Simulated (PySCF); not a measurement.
```xyz
2

In    0.0000    0.0000   -0.2755
F     0.0000    0.0000    1.6665
```

Core potentials replace the inner electrons of In.

These are results of PySCF 2.14.0, PBE0/cc-pVTZ(-PP), non-relativistic Hamiltonian with scalar-relativistic core potentials where named, at a bond length of 1.942 Å, not measurements.

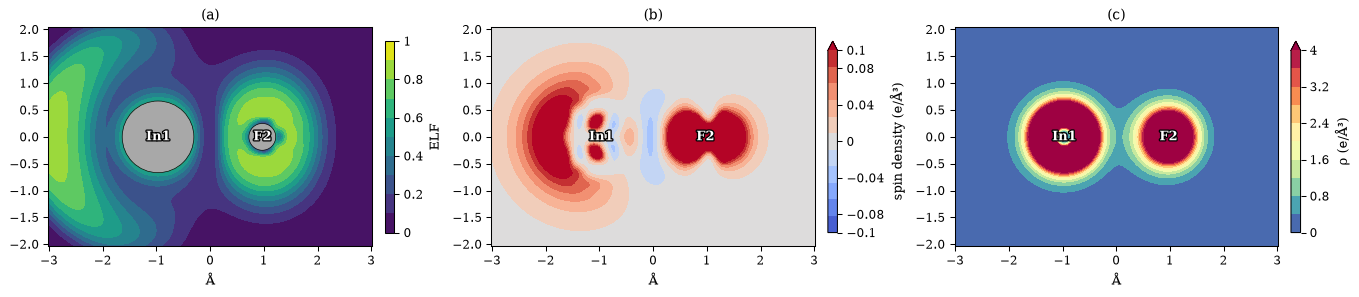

InF (charge +1, doublet). (a) electron localisation function; (b) spin density (α minus β); (c) electron density on a plane that holds the molecular axis. Grey discs cover the atomic cores in the ELF map.

> Interpret the plot.

The plane passes through In and F nuclei.
In–F (1.94 Å): ρ is about 0.79 e/Å³ halfway; the ELF peaks at about 0.75 in the valence shell of F, 0.5 Å from its nucleus, and drops to about 0.15 between the two atoms.
The ELF also peaks beside F2, away from the bonds: non-bonding electrons, paired or unpaired.
The unpaired spin (1 electron) lies mostly on In1 (about 0.7) and F2 (about 0.3), in electrons by Hirshfeld's partition.
